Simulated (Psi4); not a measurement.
# RbI: geometry relaxation (part 3 of 3)

Continued. System: RbI, SMILES [Rb][I]. Method: B3LYP/def2-TZVP, RKS, dispersion D4, core potentials def2 (Psi4 1.11). 

Geometry of the input (Å):
```
Rb 0.0000  0.0000  0.0000
I  0.0000  0.0000  3.1769
```

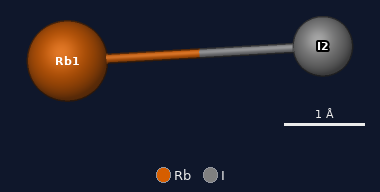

*The geometry at step 2 of the log (ball-and-stick view, seen at an oblique angle; atoms are numbered from 1 in the order of the input).*

### What the program printed, continued
```
 ------------------------------------------------------------------------------------
     Multipole            Electronic (a.u.)      Nuclear  (a.u.)        Total (a.u.)
 ------------------------------------------------------------------------------------

 L = 1.  Multiply by 2.5417464519 to convert [e a0] to [Debye]
 Dipole X            :          0.0000000            0.0000000            0.0000000
 Dipole Y            :          0.0000000            0.0000000            0.0000000
 Dipole Z            :        -33.1895023           28.5524818           -4.6370205
 Magnitude           :                                                    4.6370205

 ------------------------------------------------------------------------------------

	total time  =          1 seconds =       0.02 minutes

         ------------------------------------------------------------
                                   SCF GRAD
         ------------------------------------------------------------

  ==> Geometry <==

    Molecular point group: c1
    Full point group: C_inf_v

    Geometry (in Angstrom), charge = 0, multiplicity = 1:

       Center              X                  Y                   Z               Mass
    ------------   -----------------  -----------------  -----------------  -----------------
         RB           0.000000000000     0.000000000000    -1.955266225599    84.911789737900
         I            0.000000000000     0.000000000000     1.308268748484   126.904471900000

  Nuclear repulsion =   36.483406289897765

   => Molecular Quadrature <=

    Radial Scheme          =       TREUTLER
    Pruning Scheme         =           NONE
    Nuclear Scheme         =       TREUTLER

    Blocking Scheme        =         OCTREE
    BS radius alpha        =              1
    Pruning alpha          =              1
    Radial Points          =             75
    Spherical Points       =            302
    Total Points           =          44354
    Total Blocks           =            484
    Max Points             =            256
    Max Functions          =             81
    Weights Tolerance      =       1.00E-15

  -Total Gradient:
     Atom            X                  Y                   Z
    ------   -----------------  -----------------  -----------------
       1       -0.000000000002     0.000000000000    -0.000083849875
       2        0.000000000002    -0.000000000000     0.000283781574

	total time  =          2 seconds =       0.03 minutes

    			-----------------------------------------

    			 OPTKING 3.0: for geometry optimizations

    			        with contributions from

    			-----------------------------------------

	                            ===> Fragment 1 <==

	 Z (Atomic Numbers)          Masses                          Geom
	      37.000000            84.911790          0.00000000  0.00000000 -3.69491767
	      53.000000            126.904472         0.00000000  0.00000000  2.47226963

	 - Coordinate -           - BOHR/RAD -       - ANG/DEG -
	 R(1,2)           =         6.167187           3.263535

	        --- Internal Coordinate Step in ANG or DEG, aJ/ANG or AJ/DEG ---
	-------------------------------------------------------------------------------
	           Coordinate      Previous         Force          Change          New
	           ----------      --------        ------          ------        ------
	               R(1,2)       3.26353       -0.00151       -0.00263       3.26091
	-------------------------------------------------------------------------------

	                                 ==> Convergence Check <==

	Measures of convergence in internal coordinates in au.

	Criteria marked as inactive (o), active & met (*), and active & unmet ( ).

	----------------------------------------------------------------------------------------------
	   Step    Total Energy     Delta E     Max Force     RMS Force      Max Disp      RMS Disp
	----------------------------------------------------------------------------------------------
	  Convergence Criteria     1.00e-06 *    3.00e-04 *             o    1.20e-03 *             o
	----------------------------------------------------------------------------------------------
	     3    -321.99850632   -2.67e-05      1.84e-04 *    1.84e-04 o    4.97e-03      4.97e-03 o  ~
	----------------------------------------------------------------------------------------------

Next Geometry in Ang
	Fragment 1 (Ang)

	   Rb   0.0000000000   0.0000000000  -1.9539518811
	    I   0.0000000000   0.0000000000   1.3069544040

    Structure for next step:
    Molecular point group: c1
    Full point group: C_inf_v

    Geometry (in Angstrom), charge = 0, multiplicity = 1:

    RB           0.000000000000     0.000000000000    -1.953691311611
    I            0.000000000000     0.000000000000     1.307214973441

gradient() will perform analytic gradient computation.

  ==> Geometry <==

    Molecular point group: c1
    Full point group: C_inf_v

    Geometry (in Angstrom), charge = 0, multiplicity = 1:

       Center              X                  Y                   Z               Mass
    ------------   -----------------  -----------------  -----------------  -----------------
         RB           0.000000000000     0.000000000000    -1.953691311611    84.911789737900
         I            0.000000000000     0.000000000000     1.307214973441   126.904471900000

  Running in c1 symmetry.

  Rotational constants: A = ************  B =      0.03116  C =      0.03116 [cm^-1]
  Rotational constants: A = ************  B =    934.23244  C =    934.23244 [MHz]
  Nuclear repulsion =   36.512816374557566

  Charge       = 0
  Multiplicity = 1
  Electrons    = 34
  Nalpha       = 17
  Nbeta        = 17

   => Molecular Quadrature <=

    Radial Scheme          =       TREUTLER
    Pruning Scheme         =           NONE
    Nuclear Scheme         =       TREUTLER

    Blocking Scheme        =         OCTREE
    BS radius alpha        =              1
    Pruning alpha          =              1
    Radial Points          =             75
    Spherical Points       =            302
    Total Points           =          44357
    Total Blocks           =            484
    Max Points             =            256
    Max Functions          =             81
    Weights Tolerance      =       1.00E-15

   => Auxiliary Basis Set <=

  Basis Set: (DEF2-TZVP AUX)
    Blend: DEF2-UNIVERSAL-JKFIT
    Number of shells: 77
    Number of basis functions: 329
    Number of Cartesian functions: 448
    Spherical Harmonics?: true
    Max angular momentum: 5

  Cached 100.0% of DFT collocation blocks in 0.079 [GiB].

  Minimum eigenvalue in the overlap matrix is 5.2035564427E-03.
  Reciprocal condition number of the overlap matrix is 1.3268125310E-03.
    Using symmetric orthogonalization.

  ==> Iterations <==

                           Total Energy        Delta E     RMS |[F,P]|

   @DF-RKS iter   0:  -321.99859989183699   -3.21999e+02   1.23666e-05
   @DF-RKS iter   1:  -321.99850708421087    9.28076e-05   1.17435e-06 DIIS
   @DF-RKS iter   2:  -321.99850708670613   -2.49526e-09   9.05109e-07 DIIS
   @DF-RKS iter   3:  -321.99850708819469   -1.48856e-09   2.11995e-07 DIIS
   @DF-RKS iter   4:  -321.99850708829564   -1.00954e-10   2.46235e-08 DIIS
   @DF-RKS iter   5:  -321.99850708829746   -1.81899e-12   1.13282e-08 DIIS
   @DF-RKS iter   6:  -321.99850708829786   -3.97904e-13   2.25918e-09 DIIS
  Energy and wave function converged.

  ==> Post-Iterations <==

   Electrons on quadrature grid:
      Ntotal   =   34.0000364112 ; deviation = 3.641e-05

    Orbital Energies [Eh]
    ---------------------

    Doubly Occupied:

       1A     -6.736663     2A     -4.753866     3A     -4.752855
       4A     -4.752855     5A     -1.802458     6A     -1.802058
       7A     -1.802058     8A     -1.801085     9A     -1.800995
      10A     -1.297810    11A     -0.666163    12A     -0.666163
      13A     -0.663667    14A     -0.580338    15A     -0.198504
      16A     -0.187740    17A     -0.187740

    Virtual:

      18A     -0.067169    19A     -0.013339    20A     -0.013339
      21A     -0.006466    22A      0.016018    23A      0.016035
      24A      0.020651    25A      0.027004    26A      0.027004
      27A      0.031053    28A      0.050977    29A      0.050977
      30A      0.053129    31A      0.057980    32A      0.057983
      33A      0.071058    34A      0.071058    35A      0.131202
      36A      0.228144    37A      0.261265    38A      0.261265
      39A      0.281988    40A      0.294204    41A      0.294204
      42A      0.296232    43A      0.296235    44A      0.313364
      45A      0.313365    46A      0.355065    47A      0.355065
      48A      0.375652    49A      0.525125    50A      0.525125
      51A      0.546585    52A      0.646975    53A      0.721172
      54A      0.959705    55A      0.959803    56A      0.961717
      57A      0.961717    58A      0.963341    59A      0.963341
      60A      1.010521    61A      1.248719    62A      1.248719
      63A      1.293036    64A      1.447598    65A      1.447767
      66A      1.484581    67A      1.484581    68A      1.561697
      69A      3.142242    70A      3.142903    71A      3.143365
      72A      3.143365    73A      3.143922    74A      3.143922
      75A      3.163426    76A      4.287398    77A     12.805701
      78A     34.601244    79A     34.601244    80A     34.623539
      81A     38.704318    82A     42.782689    83A    117.901350

    Final Occupation by Irrep:
              A
    DOCC [    17 ]
    NA   [    17 ]
    NB   [    17 ]

  @DF-RKS Final Energy:  -321.99850708829786

   => Energetics <=

    Nuclear Repulsion Energy =             36.5128163745575662
    One-Electron Energy =                -633.1780686313322803
    Two-Electron Energy =                 295.8668872616957515
    DFT Exchange-Correlation Energy =     -21.1985028951843191
    Empirical Dispersion Energy =          -0.0016391980345874
    VV10 Nonlocal Energy =                  0.0000000000000000
    Total Energy =                       -321.9985070882978562

Computation Completed

Properties will be evaluated at   0.000000,   0.000000,   0.000000 [a0]

Properties computed using the SCF density matrix

 Multipole Moments:

 ------------------------------------------------------------------------------------
     Multipole            Electronic (a.u.)      Nuclear  (a.u.)        Total (a.u.)
 ------------------------------------------------------------------------------------

 L = 1.  Multiply by 2.5417464519 to convert [e a0] to [Debye]
 Dipole X            :          0.0000000            0.0000000            0.0000000
 Dipole Y            :          0.0000000            0.0000000            0.0000000
 Dipole Z            :        -33.1616869           28.5294836           -4.6322033
 Magnitude           :                                                    4.6322033

 ------------------------------------------------------------------------------------

	total time  =          1 seconds =       0.02 minutes

         ------------------------------------------------------------
                                   SCF GRAD
         ------------------------------------------------------------

  ==> Geometry <==

    Molecular point group: c1
    Full point group: C_inf_v

    Geometry (in Angstrom), charge = 0, multiplicity = 1:

       Center              X                  Y                   Z               Mass
    ------------   -----------------  -----------------  -----------------  -----------------
         RB           0.000000000000     0.000000000000    -1.953691311611    84.911789737900
         I            0.000000000000     0.000000000000     1.307214973441   126.904471900000

  Nuclear repulsion =   36.512816374557566

   => Molecular Quadrature <=

    Radial Scheme          =       TREUTLER
    Pruning Scheme         =           NONE
    Nuclear Scheme         =       TREUTLER

    Blocking Scheme        =         OCTREE
    BS radius alpha        =              1
    Pruning alpha          =              1
    Radial Points          =             75
    Spherical Points       =            302
    Total Points           =          44357
    Total Blocks           =            484
    Max Points             =            256
    Max Functions          =             81
    Weights Tolerance      =       1.00E-15

  -Total Gradient:
     Atom            X                  Y                   Z
    ------   -----------------  -----------------  -----------------
       1        0.000000000003    -0.000000000000     0.000077889578
       2       -0.000000000003    -0.000000000000     0.000130295726

	total time  =          1 seconds =       0.02 minutes

    			-----------------------------------------

    			 OPTKING 3.0: for geometry optimizations

    			        with contributions from

    			-----------------------------------------

	                            ===> Fragment 1 <==

	 Z (Atomic Numbers)          Masses                          Geom
	      37.000000            84.911790          0.00000000  0.00000000 -3.69194151
	      53.000000            126.904472         0.00000000  0.00000000  2.47027829

	 - Coordinate -           - BOHR/RAD -       - ANG/DEG -
	 R(1,2)           =         6.162220           3.260906

	        --- Internal Coordinate Step in ANG or DEG, aJ/ANG or AJ/DEG ---
	-------------------------------------------------------------------------------
	           Coordinate      Previous         Force          Change          New
	           ----------      --------        ------          ------        ------
	               R(1,2)       3.26091       -0.00022       -0.00037       3.26053
	-------------------------------------------------------------------------------

	                                 ==> Convergence Check <==

	Measures of convergence in internal coordinates in au.

	Criteria marked as inactive (o), active & met (*), and active & unmet ( ).

	----------------------------------------------------------------------------------------------
	   Step    Total Energy     Delta E     Max Force     RMS Force      Max Disp      RMS Disp
	----------------------------------------------------------------------------------------------
	  Convergence Criteria     1.00e-06 *    3.00e-04 *             o    1.20e-03 *             o
	----------------------------------------------------------------------------------------------
	     4    -321.99850709   -7.71e-07 *    2.62e-05 *    2.62e-05 o    7.05e-04 *    7.05e-04 o  ~
	----------------------------------------------------------------------------------------------

Next Geometry in Ang
	Fragment 1 (Ang)

	   Rb   0.0000000000   0.0000000000  -1.9535047780
	    I   0.0000000000   0.0000000000   1.3070284398

    Final optimized geometry and variables:
    Molecular point group: c1
    Full point group: C_inf_v

    Geometry (in Angstrom), charge = 0, multiplicity = 1:

    RB           0.000000000000     0.000000000000    -1.953691311611
    I            0.000000000000     0.000000000000     1.307214973441

[set-up sections that repeat, and orbital energies of the middle runs, are left out above]
```

### Standard output
```
Some dependencies such as QCElemental have not yet finished migration to pydantic v2. If issues are encountered please downgrade pydantic or upgrade QCElemental as appropriate
Optimizer: Optimization complete!
total energy -321.99850709 hartree = -8762.02567 eV
2
0 1 IRb
Rb                    0.000000000000     0.000000000000    -1.953691311611
I                     0.000000000000     0.000000000000     1.307214973441
```

### Trajectory as extended XYZ (Å, eV, eV/Å), 4 frames, from step=0 to step=3
```
2
Properties=species:S:1:pos:R:3:forces:R:3 step=0 energy=-8762.01361
Rb    0.0000    0.0000    0.0000    0.0000   0.0000  -0.3090
I     0.0000    0.0000    3.1769    0.0000   0.0000   0.2953
2
Properties=species:S:1:pos:R:3:forces:R:3 step=1 energy=-8762.02500
Rb    0.0000    0.0000   -0.0629    0.0000   0.0000   0.0604
I     0.0000    0.0000    3.2190    0.0000   0.0000  -0.0676
2
Properties=species:S:1:pos:R:3:forces:R:3 step=2 energy=-8762.02573
Rb    0.0000    0.0000   -0.0519    0.0000   0.0000   0.0043
I     0.0000    0.0000    3.2116    0.0000   0.0000  -0.0146
2
Properties=species:S:1:pos:R:3:forces:R:3 step=3 energy=-8762.02575
Rb    0.0000    0.0000   -0.0503    0.0000   0.0000  -0.0040
I     0.0000    0.0000    3.2106    0.0000   0.0000  -0.0067
```

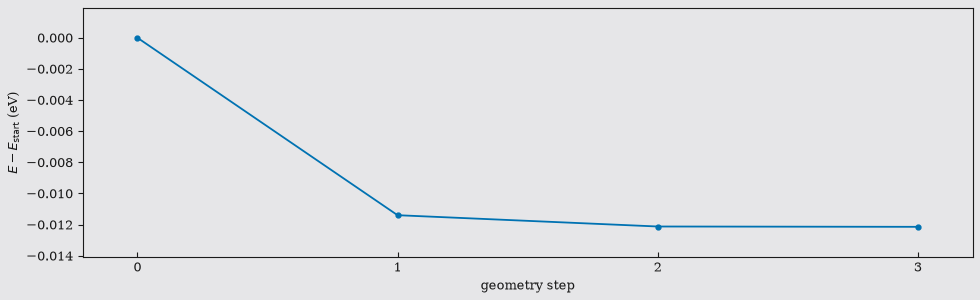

*Progress of the relaxation, step by step (steps are counted from 0).*

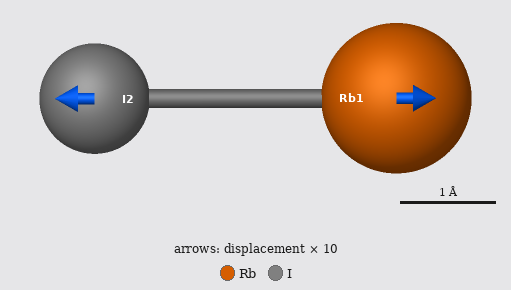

*The starting structure with the displacements as blue arrows, magnified 10 times (ball-and-stick view, seen at a tilt). The two geometries are laid on each other by the best rigid fit.*

The largest moves after the best rigid fit, 0.042 Å, are those of Rb1 and I2. Largest moves by element: Rb 0.042 Å, I 0.042 Å. Among the contacts that change: Rb1–I2 3.177 → 3.261 Å. Over 3 geometry steps the energy falls by 0.012 eV. The largest force component goes from 0.31 to 0.0067 eV/Å. (Atoms are counted from 1 in the order of the input.)

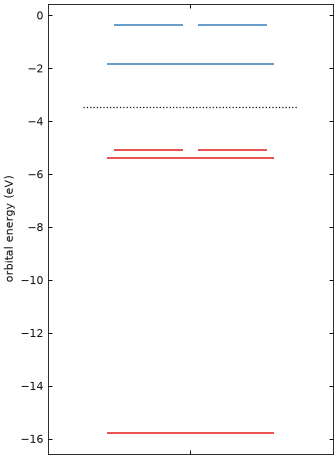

*Orbital energies near the frontier; the dotted line parts filled from empty levels, and levels within 0.02 eV of each other stand side by side.*

Highest filled −5.11 eV, lowest empty −1.83 eV, 3.28 eV apart.

### Results in brief

| quantity | value |
| --- | --- |
| outcome | converged |
| total energy | −321.998507 hartree |
| dispersion energy | −0.001639 hartree |
| HOMO | −5.11 eV |
| LUMO | −1.83 eV |
| dipole moment | 11.77 D |
| wall time | 14 s |
| peak memory | 0.36 GiB |
